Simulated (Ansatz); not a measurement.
# One shape, several levels: triplet CH7NSn

We compute a comparison of 6 runs (UHF/STO-3G, UHF/def2-SVP, U-wB97X/def2-SVP, UBLYP/def2-SVP, USVWN5/def2-SVP, UCCSD(T)/def2-SVP) of triplet CH7NSn. 

The calculation is run with Ansatz 0.2.0.

74 further runs of the same task are left out: 74 set aside as unsound or not needed.

### 1 The structure to begin with

CH7NSn: 10 atoms, total charge 0, spin state triplet. As SMILES of the parent species, `C[NH][SnH3]`. Geometry: relaxed at PBE0-D4/def2-TZVP. That shape belongs to the parent species and isn't relaxed for this state.

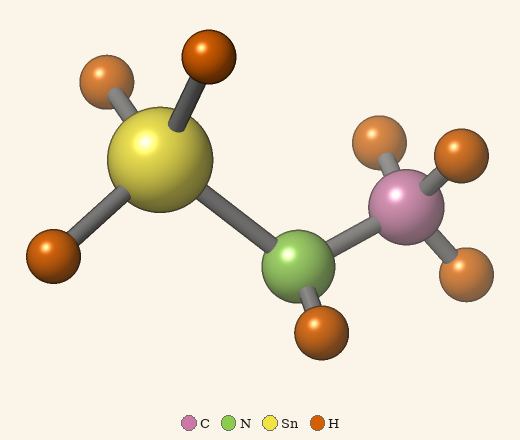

The structure, seen from a chosen angle (carbon pink, nitrogen green, tin yellow, hydrogen orange).

### 2 A single-point energy at UHF/STO-3G (run 1)

Input file job.yaml:

```yaml
crystal:
  periodic: [false, false, false]
  atoms:
    - {symbol: C, position_ang: [-0.898400, 0.758000, -0.879200]}
    - {symbol: N, position_ang: [-0.343000, -0.532900, -0.516500]}
    - {symbol: Sn, position_ang: [0.897300, -0.629400, 1.085100]}
    - {symbol: H, position_ang: [-1.664200, 0.637600, -1.652700]}
    - {symbol: H, position_ang: [-1.396800, 1.201100, -0.011700]}
    - {symbol: H, position_ang: [-0.168200, 1.494600, -1.247500]}
    - {symbol: H, position_ang: [0.037300, -1.004000, -1.326200]}
    - {symbol: H, position_ang: [1.451700, -2.239000, 1.169900]}
    - {symbol: H, position_ang: [-0.052600, -0.195500, 2.433700]}
    - {symbol: H, position_ang: [2.220200, 0.458400, 0.948000]}
basis:
  gaussian:
    orbitals: STO-3G
hamiltonian:
  xc: hf
output: {orbitals: {seedname: orbitals}}
accuracy: high
magnetization:
  spin_polarized: true
  initial_magnetization: 2
total_charge: 0
```

On the command line:

```
ansatz run job.yaml --threads 1 --pin off --max-ram 3480MiB --events-out events.jsonl --progress --plain --runs-dir runs
```

The log of the run:

```text
Warning: RAYON_NUM_THREADS=1 ignored (pool sized by the plan → 1); use --threads N
Functional definition: HF
  name "HF"
  exchange = exact_x
  correlation = 0
865 factors; integrals over basis functions are off by at most 4.8e-9 eV
mean field evaluation 1: about -164851.9092 eV, gradient 1.1e1 eV
mean field evaluation 2: about -164852.1767 eV, gradient 1.1e1 eV
mean field evaluation 4: about -164853.7870 eV, gradient 1.7e0 eV
mean field evaluation 8: about -164853.8864 eV, gradient 1.1e-3 eV
mean field -164853.88535533 eV, -6058.2685448316 hartree, gradient 3.0e-8 eV, S^2 2.013929; 0 other end points of the search recorded, 0 dependent functions left out
reference -164853.88535533 eV, -6058.2685448316 hartree; 36, 34 occupied and 8, 10 virtual orbitals, 865 factors
Total energy: -164853.88535533 eV, -6058.2685448316 hartree
```

Wall time 1.1 s (1 thread of Arm Neoverse V2, shared host); peak memory 0.14 GiB.

### 3 The energy at UHF/def2-SVP (core potential) (run 2)

Input file run.yaml:

```yaml
crystal:
  periodic: [false, false, false]
  atoms:
    - {symbol: C, position_ang: [-0.898400, 0.758000, -0.879200]}
    - {symbol: N, position_ang: [-0.343000, -0.532900, -0.516500]}
    - {symbol: Sn, position_ang: [0.897300, -0.629400, 1.085100]}
    - {symbol: H, position_ang: [-1.664200, 0.637600, -1.652700]}
    - {symbol: H, position_ang: [-1.396800, 1.201100, -0.011700]}
    - {symbol: H, position_ang: [-0.168200, 1.494600, -1.247500]}
    - {symbol: H, position_ang: [0.037300, -1.004000, -1.326200]}
    - {symbol: H, position_ang: [1.451700, -2.239000, 1.169900]}
    - {symbol: H, position_ang: [-0.052600, -0.195500, 2.433700]}
    - {symbol: H, position_ang: [2.220200, 0.458400, 0.948000]}
basis:
  gaussian:
    orbitals: def2-SVP
magnetization:
  spin_polarized: true
  initial_magnetization: 2
hamiltonian:
  xc: hf
accuracy: high
output:
  orbitals: {seedname: orbitals}
```

On the command line:

```
ansatz run run.yaml --threads 1 --pin off --max-ram 3480MiB --events-out events.jsonl --progress --plain --runs-dir runs
```

The log of the run:

```text
Warning: RAYON_NUM_THREADS=1 ignored (pool sized by the plan → 1); use --threads N
Functional definition: HF
  name "HF"
  exchange = exact_x
  correlation = 0
2266 factors; integrals over basis functions are off by at most 3.0e-9 eV
mean field evaluation 1: about -8418.0201 eV, gradient 1.5e1 eV
mean field evaluation 2: about -8418.1614 eV, gradient 1.5e1 eV
mean field evaluation 4: about -8420.4749 eV, gradient 3.0e0 eV
mean field evaluation 8: about -8420.6481 eV, gradient 2.7e-1 eV
mean field evaluation 16: about -8420.6520 eV, gradient 1.6e-6 eV
mean field evaluation 32: about -8412.6631 eV, gradient 8.4e0 eV
mean field evaluation 64: about -8416.9135 eV, gradient 2.2e0 eV
mean field -8420.65196965 eV, -309.4532521619 hartree, gradient 4.8e-8 eV, S^2 2.018224; 0 other end points of the search recorded, 0 dependent functions left out
reference -8420.65196965 eV, -309.4532521619 hartree; 22, 20 occupied and 67, 69 virtual orbitals, 2266 factors
Total energy: -8420.65196965 eV, -309.4532521619 hartree
```

It took 5.4 s on 1 thread of Arm Neoverse V2, shared host; peak memory 0.47 GiB.

Run 3 isn't shown in full; the table further down has it.

### 4 A single-point energy at UBLYP/def2-SVP (core potential) (run 4)

job.yaml, as its differences from that of step 2:

```diff
@@ -15,7 +15,7 @@
   gaussian:
-    orbitals: STO-3G
+    orbitals: def2-SVP
 hamiltonian:
-  xc: hf
-output: {orbitals: {seedname: orbitals}}
-accuracy: high
+  xc: {name: BLYP}
+output:
+  orbitals: {seedname: orbitals}
 magnetization:
@@ -23,2 +23,2 @@
   initial_magnetization: 2
-total_charge: 0
+accuracy: high
```

On the command line:

```
ansatz run job.yaml --threads 1 --pin off --max-ram 3480MiB --events-out events.jsonl --progress --plain --runs-dir runs
```

The log of the run:

```text
Warning: RAYON_NUM_THREADS=1 ignored (pool sized by the plan → 1); use --threads N
Functional definition: BLYP
  name "BLYP"
  parameter beta = 0.0042
  parameter a = 0.04918
  parameter b = 0.132
  parameter c = 0.2533
  parameter d = 0.349
  exchange = b88_x(beta = beta)
  correlation = lyp_c(a = a, b = b, c = c, d = d)
2266 factors; integrals over basis functions are off by at most 3.0e-9 eV
mean field evaluation 1: about -8448.5052 eV, gradient 5.0e1 eV
mean field evaluation 2: about -8360.9559 eV, gradient 1.2e2 eV
mean field evaluation 4: about -8453.6116 eV, gradient 3.2e1 eV
mean field evaluation 8: about -8461.6246 eV, gradient 8.8e-1 eV
mean field evaluation 16: about -8461.6242 eV, gradient 7.1e-4 eV
mean field evaluation 32: about -8456.4721 eV, gradient 2.0e1 eV
mean field -8461.62420100 eV, -310.9589538920 hartree, gradient 3.3e-8 eV, S^2 2.003766; 4 other end points of the search recorded, 0 dependent functions left out
reference -8461.62426293 eV, -310.9589561679 hartree; 22, 20 occupied and 67, 69 virtual orbitals, 2266 factors
Total energy: -8461.62426293 eV, -310.9589561679 hartree
```

Wall time 13 s (1 thread of Arm Neoverse V2, shared host); peak memory 0.33 GiB.

Run 5 isn't shown in full; the table further down has it.

### 5 A single-point energy at UCCSD(T)/def2-SVP (core potential) (run 6)

job.yaml, as its differences from that of step 4:

```diff
@@ -14,11 +14,6 @@
 basis:
-  gaussian:
-    orbitals: def2-SVP
-hamiltonian:
-  xc: {name: BLYP}
-output:
-  orbitals: {seedname: orbitals}
-magnetization:
-  spin_polarized: true
-  initial_magnetization: 2
+  gaussian: {orbitals: def2-SVP}
+magnetization: {spin_polarized: true, initial_magnetization: 2}
+correlation: {method: ccsd_t, frozen_orbitals: {C: 1, H: 0, "N": 1, Sn: 4}}
 accuracy: high
+scf: {omitted_lower_state_checks: [cluster_reference, increment]}
```

On the command line:

```
ansatz run job.yaml --threads 1 --pin off --max-ram 3480MiB --events-out events.jsonl --progress --plain --runs-dir runs
```

The log of the run (excerpt; [...] marks lines left out):

```text
Warning: RAYON_NUM_THREADS=1 ignored (pool sized by the plan → 1); use --threads N
Functional definition: HF
  name "HF"
[...]
2266 factors; integrals over basis functions are off by at most 3.0e-9 eV
[...]
mean field -8420.65196965 eV, -309.4532521619 hartree, gradient 4.8e-8 eV, S^2 2.018224; 2 other end points of the search recorded, 0 dependent functions left out
6 core orbitals not correlated: weight in the atoms' cores, before any rotation towards them, 1.000 or more for the frozen orbitals, at most 0.000 for the correlated occupied ones
reference -8420.65196965 eV, -309.4532521619 hartree; 16, 14 occupied and 67, 69 virtual orbitals, 2266 factors
second order -11.30809221 eV of doubles, -0.00000000 eV of singles
cycle   1  -12.27979209 eV  change   -9.7e-1 eV  update   9.1e-2
[...]
cycle  29  -12.80442829 eV  change  -2.8e-10 eV  update   2.2e-9
perturbative correction -0.36407461 eV, -0.0133794953 hartree
Total energy: -8433.82047256 eV, -309.9371857176 hartree
Checks for a lower state left out: cluster_reference, increment
```

It took 2.1 min on 1 thread of Arm Neoverse V2, shared host; peak memory 1.3 GiB.

### 6 The series

```
run                               level  core potential  frozen core orbitals   energy (Eh)   ⟨S²⟩  wall time
  1                          UHF/STO-3G            none                     –  -6058.268545  2.014      1.1 s
  2       UHF/def2-SVP (core potential)        def2-SVP                     –   -309.453252  2.018      5.4 s
  3   U-wB97X/def2-SVP (core potential)        def2-SVP                     –   -311.075160  2.007       75 s
  4     UBLYP/def2-SVP (core potential)        def2-SVP                     –   -310.958956  2.004       13 s
  5    USVWN5/def2-SVP (core potential)        def2-SVP                     –   -309.876154  2.003      7.2 s
  6  UCCSD(T)/def2-SVP (core potential)        def2-SVP                     6   -309.937186  2.018    2.1 min
```

### 7 Results

| quantity | value |
| --- | --- |
| run 6: total energy | -309.93719 Eh |
| run 6: correlation energy (6 core orbitals frozen) | -483.9 mEh |
| run 6: (T) correction | -13.38 mEh |
| run 6: ⟨S²⟩ of the reference determinant | 2.018 |
| run 6: T1 diagnostic | 0.017 |

In words: Totals of different functionals can't be ranked against each other. Some runs of one species differ in core potentials or relativity; totals across that change don't compare. In run 1 the basis is minimal, so the values are rough. In run 1 relativity is left out where basis or elements ask for it. All runs together took 3.8 min, the longest 2.1 min.
